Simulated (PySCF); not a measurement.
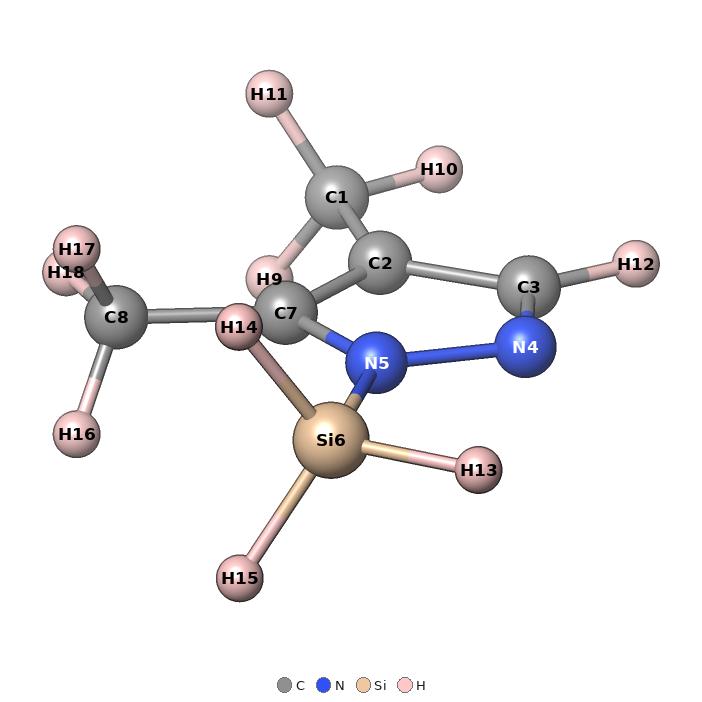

Atoms fade into the background with distance from the viewer. The computed structure is the end point of a GFN2-xTB optimisation. No frequency run is at hand to confirm it as a minimum.

What is the conformation of the ring C2–C3–N4–N5–C7?

Answer. It is planar. The Cremer–Pople amplitude Q is 0.00 Å.

Give the torsion angles round the ring, beginning with the bond from its second to its third atom.

Answer. 0°, 0°, 0°, 0°, 0°.
